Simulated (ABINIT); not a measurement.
**KF (Carobbiite): G0W0 in ABINIT against the k mesh**

Aim: move the k mesh of a G0W0 run on KF (Carobbiite) over a wide range.

Method: LDA and many-body steps on it, plane waves, in ABINIT 10.8.3.

## (1) Starting point

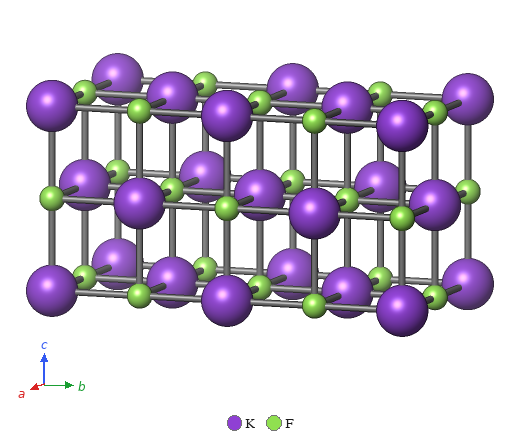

The cell as given, slightly off an axis (potassium purple, fluorine green). 1×2×1 cells are drawn. This picture shows the conventional cell, with its axes. Some periodic images of atoms are drawn too.

As a file:

```cif
data_structure
_symmetry_space_group_name_H-M 'P 1'
_symmetry_Int_Tables_number 1
_cell_length_a 3.7786
_cell_length_b 3.7786
_cell_length_c 3.7786
_cell_angle_alpha 60.000
_cell_angle_beta 60.000
_cell_angle_gamma 60.000
_cell_volume 38.15
loop_
_atom_site_label
_atom_site_type_symbol
_atom_site_fract_x
_atom_site_fract_y
_atom_site_fract_z
_atom_site_occupancy
K1 K 0.00000 0.00000 0.00000 1
F2 F 0.50000 0.50000 0.50000 1
```

The cell and positions come from the Crystallography Open Database and are kept as given unless a step says otherwise.

## (2) Empty states on the mesh, 4×4×4 mesh, 102 bands

This step: ABINIT 10.8.3; DFT, LDA, plane waves, norm-conserving pseudopotentials.

The sums over transitions need many empty states on a uniform mesh; this step solves for them.

Input file run.abi:

```
acell 3*1.0 Angstrom
rprim 
  -0.000000000000 2.671850000000 2.671850000000
  2.671850000000 -0.000000000000 2.671850000000
  2.671850000000 2.671850000000 0.000000000000
ntypat 2
znucl 19 9
natom 2
typat 1 2
xred 
  0.000000000000 0.000000000000 0.000000000000
  0.500000000000 0.500000000000 0.500000000000
pp_dirpath "pseudos"
pseudos "K.upf, F.upf"
ecut 36
ngkpt 4 4 4
nshiftk 1
shiftk 0 0 0
kptopt 1
chksymbreak 0
irdden 1
istwfk *1
nband 102
prtvol 0
optdriver 6
gwr_task "HDIAGO"
paral_kgb 0
occopt 1
indata_prefix "in"
outdata_prefix "out"
tmpdata_prefix "tmp"
```

Launch:

```sh
$ OMP_NUM_THREADS=1 mpirun -n 4 abinit run.abi > log
```

Numbers of over 12 decimals in the logs are rounded to 6 here.

Output:

```text
.Version 10.8.3 of ABINIT. v10.8.2 released Aug 2026.

 Symmetries : space group Fm -3 m (#225); Bravais cF (face-center cubic)
[... echo of the input left out ...]
== DATASET  1 ==================================================================
-   mpi_nproc: 4, omp_nthreads: 1 (-1 if OMP is not activated)

--- !DatasetInfo
iteration_state: {dtset: 1, }
dimensions: {natom: 2, nkpt: 8, mband: 102, nsppol: 1, nspinor: 1, nspden: 1, mpw: 2685, }
cutoff_energies: {ecut:  36.0, pawecutdg:  -1.0, }
[...]
Direct band gap semiconductor
 Fundamental gap:     5.821 (eV)
   VBM:    -0.305 (eV) at k: [ 0.0000E+00,  0.0000E+00,  0.0000E+00]
   CBM:     5.516 (eV) at k: [ 0.0000E+00,  0.0000E+00,  0.0000E+00]
 Direct gap:         5.821 (eV) at k: [ 0.0000E+00,  0.0000E+00,  0.0000E+00]

== END DATASET(S) ==============================================================
================================================================================

 -outvars: echo values of variables after computation  --------
           etotal      0.0000000000E+00
            nband         102
             nkpt           8
          spgroup         225
 [... the other variables as echoed above ...]

 Calculation completed.
```

Elapsed: 31 s, on 4 MPI ranks of Arm Neoverse V1, shared host; peak memory 1.8 GiB; 2 min of CPU time.

Numbers from this step:

```yaml
gap: 5.821 eV
k_of_the_valence_top: 0, 0, 0
k_of_the_conduction_bottom: 0, 0, 0
least_direct_gap: 5.821 eV
k_points_computed: 8
lowest_point_of_the_top_converged_band_above_the_valence_top: 93.5193 eV
```

On this mesh the gap is 5.821 eV.

The density comes from a self-consistent run that is not shown.

## (3) Empty states on the mesh, 2×2×2 mesh, 33 bands

Edit run.abi of step 2 so:

```diff
@@ -15,3 +15,3 @@
 ecut 36
-ngkpt 4 4 4
+ngkpt 2 2 2
 nshiftk 1
@@ -20,10 +20,10 @@
 chksymbreak 0
+iscf -2
 irdden 1
 istwfk *1
-nband 102
+nband 33
+nbdbuf 4
+tolwfr 1e-09
+nstep 60
 prtvol 0
-optdriver 6
-gwr_task "HDIAGO"
-paral_kgb 0
-occopt 1
 indata_prefix "in"
```

Output:

```text
.Version 10.8.3 of ABINIT. v10.8.2 released Aug 2026.

 Symmetries : space group Fm -3 m (#225); Bravais cF (face-center cubic)
[... echo of the input left out ...]
== DATASET  1 ==================================================================
-   mpi_nproc: 4, omp_nthreads: 1 (-1 if OMP is not activated)
-    --> not optimal distribution: autoparal keyword recommended in input file <--

--- !DatasetInfo
iteration_state: {dtset: 1, }
dimensions: {natom: 2, nkpt: 3, mband: 33, nsppol: 1, nspinor: 1, nspden: 1, mpw: 2685, }
cutoff_energies: {ecut:  36.0, pawecutdg:  -1.0, }
[...]
0.86982    0.86982    0.87595    0.87595    0.87595    0.95985    0.95985    0.95985
   1.03271    1.03271    1.17830    1.38092    1.38092    1.38092    1.45888    1.50464
   1.50464
 prteigrs : prtvol=0 or 1, do not print more k-points.

== END DATASET(S) ==============================================================
================================================================================

 -outvars: echo values of variables after computation  --------
            nband          33
             nkpt           3
          spgroup         225
 [... the other variables as echoed above ...]

 Calculation completed.
```

Run time: 3.3 s. Hardware: 4 MPI ranks; peak memory 0.24 GiB; 13 s of CPU time.

Numbers from this step:

```
gap                                                           : 5.822 eV
k of the valence top                                          : 0, 0, 0
k of the conduction bottom                                    : 0, 0, 0
least direct gap                                              : 5.822 eV
k points computed                                             : 3
lowest point of the top converged band, above the valence top : 33.40 eV
```

On this mesh the gap is 5.822 eV.

## (4) Empty states on the mesh, 6×6×6 mesh, 33 bands

Edit run.abi of step 3 so:

```diff
@@ -15,3 +15,3 @@
 ecut 36
-ngkpt 2 2 2
+ngkpt 6 6 6
 nshiftk 1
```

Output:

```text
.Version 10.8.3 of ABINIT. v10.8.2 released Aug 2026.

 Symmetries : space group Fm -3 m (#225); Bravais cF (face-center cubic)
[... echo of the input left out ...]
== DATASET  1 ==================================================================
-   mpi_nproc: 4, omp_nthreads: 1 (-1 if OMP is not activated)

--- !DatasetInfo
iteration_state: {dtset: 1, }
dimensions: {natom: 2, nkpt: 16, mband: 33, nsppol: 1, nspinor: 1, nspden: 1, mpw: 2685, }
cutoff_energies: {ecut:  36.0, pawecutdg:  -1.0, }
[...]
0.86982    0.86982    0.87595    0.87595    0.87595    0.95985    0.95985    0.95985
   1.03271    1.03271    1.17830    1.38092    1.38092    1.38092    1.45888    1.50464
   1.50464
 prteigrs : prtvol=0 or 1, do not print more k-points.

== END DATASET(S) ==============================================================
================================================================================

 -outvars: echo values of variables after computation  --------
            nband          33
             nkpt          16
          spgroup         225
 [... the other variables as echoed above ...]

 Calculation completed.
```

Run time: 7.3 s. Hardware: 4 MPI ranks; peak memory 0.26 GiB; 29 s of CPU time.

This step gave:

```
gap                                                           : 5.822 eV
k of the valence top                                          : 0, 0, 0
k of the conduction bottom                                    : 0, 0, 0
least direct gap                                              : 5.822 eV
k points computed                                             : 16
lowest point of the top converged band, above the valence top : 33.40 eV
```

On this mesh the gap is 5.822 eV.

## (5) Screening, 2×2×2 mesh, 29 bands, screening to 106.1 eV

The RPA dielectric matrix is built and inverted for each q.

This step: RPA screening on LDA, plane waves, norm-conserving pseudopotentials.

Edit run.abi of step 4 so:

```diff
@@ -15,3 +15,3 @@
 ecut 36
-ngkpt 6 6 6
+ngkpt 2 2 2
 nshiftk 1
@@ -20,10 +20,11 @@
 chksymbreak 0
-iscf -2
-irdden 1
 istwfk *1
-nband 33
-nbdbuf 4
-tolwfr 1e-09
-nstep 60
-prtvol 0
+occopt 1
+irdwfk 1
+optdriver 3
+nband 29
+ecuteps 3.9
+inclvkb 2
+awtr 1
+symchi 1
 indata_prefix "in"
```

Output:

```text
.Version 10.8.3 of ABINIT. v10.8.2 released Aug 2026.

 Symmetries : space group Fm -3 m (#225); Bravais cF (face-center cubic)
[... echo of the input left out ...]
== DATASET  1 ==================================================================
-   mpi_nproc: 4, omp_nthreads: 1 (-1 if OMP is not activated)

--- !DatasetInfo
iteration_state: {dtset: 1, }
dimensions: {natom: 2, nkpt: 3, mband: 29, nsppol: 1, nspinor: 1, nspden: 1, mpw: 2685, }
cutoff_energies: {ecut:  36.0, pawecutdg:  -1.0, }
electrons: {nelect:   1.60000000E+01, charge:   0.00000000E+00, occopt:   1.00000000E+00, tsmear:   1.00000000E-02, }

 SCREENING: Calculation of the susceptibility and dielectric matrices

 Based on a program developped by R.W. Godby, V. Olevano, G. Onida, and L. Reining.
 Incorporated in ABINIT by V. Olevano, G.-M. Rignanese, and M. Torrent.
.Using double precision arithmetic ; gwpc =  8

[... cell and pseudopotentials left out ...]
--------------------------------------------------------------------------------

 ==== K-mesh for the wavefunctions ====
 Number of points in the irreducible wedge :     3
[... list of points left out ...]
 Together with 48 symmetry operations and time-reversal symmetry
 yields     8 points in the full Brillouin Zone.

 ==== Q-mesh for the screening function ====
 Number of points in the irreducible wedge :     3
[... list of points left out ...]
 Together with 48 symmetry operations and time-reversal symmetry
 yields     8 points in the full Brillouin Zone.

 setmesh: FFT mesh size selected  =    25x   25x   25
          total number of points  =        15625

 vcoul_init : cutoff-mode = AUXILIARY_FUNCTION
 q-points for optical limit:   1
     1)      0.000010    0.000020    0.000030

- screening: taking advantage of time-reversal symmetry
- Maximum band index for partially occupied states nbvw = 8
- Remaining bands to be divided among processors   nbcw = 21
- Number of bands treated by each node ~5

 Number of electrons calculated from density =   16.0000; Expected =   16.0000
 average of density, n =  0.062152
 r_s =    1.5661
 omega_plasma =   24.0483 [eV]

 calculating chi0 at frequencies [eV] :
  1    0.000000E+00    0.000000E+00
  2    0.000000E+00    2.404829E+01

--------------------------------------------------------------------------------
  q-point number  1        q = ( 0.000000, 0.000000, 0.000000) [r.l.u.]
--------------------------------------------------------------------------------
[... chi0 elements left out ...]
 For q-point:  0.000010 0.000020 0.000030
  dielectric constant =   2.0294
  dielectric constant without local fields =   2.2258

  Average fulfillment of the sum rule on Im[epsilon] for q-point    1 :     30.72  [%]
[... wings left out ...]
  q-point number  2        q = ( 0.500000, 0.000000, 0.000000) [r.l.u.]
--------------------------------------------------------------------------------
[... chi0 elements left out ...]
  Average fulfillment of the sum rule on Im[epsilon] for q-point    2 :     42.56  [%]

 [... 1 further q-points ...]
```

Wall time 2.4 s (4 MPI ranks); peak memory 0.09 GiB; 9.4 s of CPU time.

Numbers from this step:

```yaml
eps_infinity_with_local_fields_on_this_mesh_along_the_program_s_q_direction: 2.029
the_same_without_local_fields: 2.226
plasma_frequency: 24.05 eV
plane_waves_in_the_screening_matrix: 113
```

Local fields lower ε∞ by 9 %. On a Γ-centred mesh this coarse the value itself is usually too large, while a short band sum pulls it down.

## (6) 2×2×2

This step: G0W0 on LDA, plane waves, norm-conserving pseudopotentials.

Edit run.abi of step 5 so:

```diff
@@ -23,8 +23,15 @@
 irdwfk 1
-optdriver 3
+optdriver 4
 nband 29
+gwcalctyp 0
+ecutsigx 36
+symsigma 1
+nkptgw 1
+kptgw 
+  0.0000000000 0.0000000000 0.0000000000
+bdgw 
+  6 12
 ecuteps 3.9
-inclvkb 2
-awtr 1
-symchi 1
+irdscr 1
+ppmodel 1
 indata_prefix "in"
```

Output:

```text
.Version 10.8.3 of ABINIT. v10.8.2 released Aug 2026.

 Symmetries : space group Fm -3 m (#225); Bravais cF (face-center cubic)
[... echo of the input left out ...]
== DATASET  1 ==================================================================
-   mpi_nproc: 4, omp_nthreads: 1 (-1 if OMP is not activated)

--- !DatasetInfo
iteration_state: {dtset: 1, }
dimensions: {natom: 2, nkpt: 3, mband: 29, nsppol: 1, nspinor: 1, nspden: 1, mpw: 2685, }
cutoff_energies: {ecut:  36.0, pawecutdg:  -1.0, }
electrons: {nelect:   1.60000000E+01, charge:   0.00000000E+00, occopt:   1.00000000E+00, tsmear:   1.00000000E-02, }

 SIGMA: Calculation of the GW corrections

 Based on a program developped by R.W. Godby, V. Olevano, G. Onida, and L. Reining.
 Incorporated in ABINIT by V. Olevano, G.-M. Rignanese, and M. Torrent.
.Using double precision arithmetic ; gwpc =  8

[... cell and pseudopotentials left out ...]
--------------------------------------------------------------------------------

 ==== K-mesh for the wavefunctions ====
 Number of points in the irreducible wedge :     3
[... list of points left out ...]
 Together with 48 symmetry operations and time-reversal symmetry
 yields     8 points in the full Brillouin Zone.

 ==== Q-mesh for screening function ====
 Number of points in the irreducible wedge :     3
[... list of points left out ...]
 Together with 48 symmetry operations and time-reversal symmetry
 yields     8 points in the full Brillouin Zone.

 vcoul_init : cutoff-mode = AUXILIARY_FUNCTION
 q-points for optical limit:   1
     1)      0.000010    0.000020    0.000030
 setmesh: FFT mesh size selected  =    40x   40x   40
          total number of points  =        64000

 Number of electrons calculated from density =   16.0000; Expected =   16.0000
 average of density, n =  0.062152
 r_s =    1.5661
 omega_plasma =   24.0483 [eV]

 === KS Band Gaps ===
  >>>> For spin  1
   Minimum direct gap =   5.8215 [eV], located at k-point      :   0.0000  0.0000  0.0000
   Fundamental gap    =   5.8215 [eV], Top of valence bands at :   0.0000  0.0000  0.0000
                                       Bottom of conduction at :   0.0000  0.0000  0.0000
 SIGMA fundamental parameters:
 PLASMON POLE MODEL  1
 number of plane-waves for SigmaX                 2685
 number of plane-waves for SigmaC and W            113
 number of plane-waves for wavefunctions          2685
 number of bands                                    29
 number of independent spin polarizations            1
 number of spinorial components                      1
 number of k-points in IBZ                           3
 number of q-points in IBZ                           3
 number of symmetry operations                      48
 number of k-points in BZ                            8
 number of q-points in BZ                            8
 number of frequencies for dSigma/dE                 9
 frequency step for dSigma/dE [eV]                0.25
 number of omega for Sigma on real axis              0
 max omega for Sigma on real axis  [eV]           0.00
 zcut for avoiding poles [eV]                     0.10

 EPSILON^-1 parameters (SCR file):
 dimension of the eps^-1 matrix on file            113
 dimension of the eps^-1 matrix used               113
 number of plane-waves for wavefunctions          2685
 number of bands                                    29
 number of q-points in IBZ                           3
 number of frequencies                               2
 number of real frequencies                          1
 number of imag frequencies                          1

 matrix elements of self-energy operator (all in [eV])

 Perturbative Calculation

--- !SelfEnergy_ee
iteration_state: {dtset: 1, }
kpoint     : [   0.000,    0.000,    0.000, ]
spin       : 1
KS_gap     :    5.821
QP_gap     :    9.654
Delta_QP_KS:    3.833
data: !SigmaeeData |
     Band     E0 <VxcDFT>   SigX SigC(E0)      Z dSigC/dE  Sig(E)    E-E0       E
        6  -0.305 -21.605 -28.672   5.000   0.811  -0.234 -23.281  -1.676  -1.982
        7  -0.305 -21.605 -28.672   5.000   0.811  -0.234 -23.281  -1.676  -1.982
        8  -0.305 -21.605 -28.672   5.000   0.811  -0.234 -23.281  -1.676  -1.982
        9   5.516  -8.793  -3.916  -2.472   0.897  -0.115  -6.637   2.157   7.673
       10  10.239 -11.039  -4.760  -2.370   0.893  -0.119  -7.547   3.493  13.731
       11  10.239 -11.039  -4.760  -2.370   0.893  -0.119  -7.547   3.493  13.731
       12  10.239 -11.039  -4.760  -2.370   0.893  -0.119  -7.547   3.493  13.731

== END DATASET(S) ==============================================================
================================================================================

 -outvars: echo values of variables after computation  --------
           etotal      0.0000000000E+00
            nband          29
             nkpt           3
          spgroup         225
 [... the other variables as echoed above ...]

 Calculation completed.
```

Elapsed: 2.5 s, on 4 MPI ranks; peak memory 0.11 GiB.

This step gave:

```
G0W0 gap on the points computed              : 9.655 eV
starting gap on the mesh                     : 5.822 eV
k of the valence top                         : 0, 0, 0
k of the conduction bottom                   : 0, 0, 0
Z at the valence top                         : 0.811
Z at the conduction bottom                   : 0.897
least direct G0W0 gap on the computed points : 9.655 eV
```

## (7) Screening, 4×4×4 mesh, 29 bands, screening to 106.1 eV

This step: RPA screening on LDA, plane waves, norm-conserving pseudopotentials.

Edit run.abi of step 6 so:

```diff
@@ -15,3 +15,3 @@
 ecut 36
-ngkpt 2 2 2
+ngkpt 4 4 4
 nshiftk 1
@@ -23,15 +23,8 @@
 irdwfk 1
-optdriver 4
+optdriver 3
 nband 29
-gwcalctyp 0
-ecutsigx 36
-symsigma 1
-nkptgw 1
-kptgw 
-  0.0000000000 0.0000000000 0.0000000000
-bdgw 
-  6 12
 ecuteps 3.9
-irdscr 1
-ppmodel 1
+inclvkb 2
+awtr 1
+symchi 1
 indata_prefix "in"
```

Output:

```text
.Version 10.8.3 of ABINIT. v10.8.2 released Aug 2026.

 Symmetries : space group Fm -3 m (#225); Bravais cF (face-center cubic)
[... echo of the input left out ...]
== DATASET  1 ==================================================================
-   mpi_nproc: 4, omp_nthreads: 1 (-1 if OMP is not activated)

--- !DatasetInfo
iteration_state: {dtset: 1, }
dimensions: {natom: 2, nkpt: 8, mband: 29, nsppol: 1, nspinor: 1, nspden: 1, mpw: 2685, }
cutoff_energies: {ecut:  36.0, pawecutdg:  -1.0, }
electrons: {nelect:   1.60000000E+01, charge:   0.00000000E+00, occopt:   1.00000000E+00, tsmear:   1.00000000E-02, }

 SCREENING: Calculation of the susceptibility and dielectric matrices

 Based on a program developped by R.W. Godby, V. Olevano, G. Onida, and L. Reining.
 Incorporated in ABINIT by V. Olevano, G.-M. Rignanese, and M. Torrent.
.Using double precision arithmetic ; gwpc =  8

[... cell and pseudopotentials left out ...]
--------------------------------------------------------------------------------

 ==== K-mesh for the wavefunctions ====
 Number of points in the irreducible wedge :     8
[... list of points left out ...]
 Together with 48 symmetry operations and time-reversal symmetry
 yields    64 points in the full Brillouin Zone.

 ==== Q-mesh for the screening function ====
 Number of points in the irreducible wedge :     8
[... list of points left out ...]
 Together with 48 symmetry operations and time-reversal symmetry
 yields    64 points in the full Brillouin Zone.

 setmesh: FFT mesh size selected  =    25x   25x   25
          total number of points  =        15625

 vcoul_init : cutoff-mode = AUXILIARY_FUNCTION
 q-points for optical limit:   1
     1)      0.000010    0.000020    0.000030

- screening: taking advantage of time-reversal symmetry
- Maximum band index for partially occupied states nbvw = 8
- Remaining bands to be divided among processors   nbcw = 21
- Number of bands treated by each node ~5

 Number of electrons calculated from density =   16.0000; Expected =   16.0000
 average of density, n =  0.062152
 r_s =    1.5661
 omega_plasma =   24.0483 [eV]

 calculating chi0 at frequencies [eV] :
  1    0.000000E+00    0.000000E+00
  2    0.000000E+00    2.404829E+01

--------------------------------------------------------------------------------
  q-point number  1        q = ( 0.000000, 0.000000, 0.000000) [r.l.u.]
--------------------------------------------------------------------------------
[... chi0 elements left out ...]
 For q-point:  0.000010 0.000020 0.000030
  dielectric constant =   1.9344
  dielectric constant without local fields =   2.1293

  Average fulfillment of the sum rule on Im[epsilon] for q-point    1 :     30.98  [%]
[... wings left out ...]
  q-point number  2        q = ( 0.250000, 0.000000, 0.000000) [r.l.u.]
--------------------------------------------------------------------------------
[... chi0 elements left out ...]
  Average fulfillment of the sum rule on Im[epsilon] for q-point    2 :     50.13  [%]

 [... 6 further q-points ...]
```

Elapsed: 4.3 s, on 4 MPI ranks; peak memory 0.42 GiB; 17 s of CPU time.

Numbers from this step:

| Property | Result |
| --- | --- |
| ε∞ with local fields, on this mesh, along the program's q direction | 1.934 |
| the same without local fields | 2.129 |
| plasma frequency | 24.05 eV |
| plane waves in the screening matrix | 113 |

(Part 1 of 2 ends here.)

[Paths, hosts, dates, memory and timing lines, banners, echoed tables and standing remarks are left out of the program output.]

[Logs are printed without paths, hosts, clocks, repeated set-up lines and the standing remarks that a program may print on its own settings, such as how far it seeks lower states.]

[Runs of the session that timed out or met a known fault of the program may be left out.]

[Hosts, paths, dates, database ids (printed as entryN), source tags and the programs' standing remarks are cut or masked in the printed files.]

[G0W0 gaps are taken among the corrected bands and points alone; a level outside them can change the order at an edge.]

[Where Ansatz stands beside ABINIT at settings called matched, ABINIT's density can come from a denser mesh and the files from another edition; pairs whose starting gaps differed by over 0.03 eV were left out, so agreement reads better than it is.]
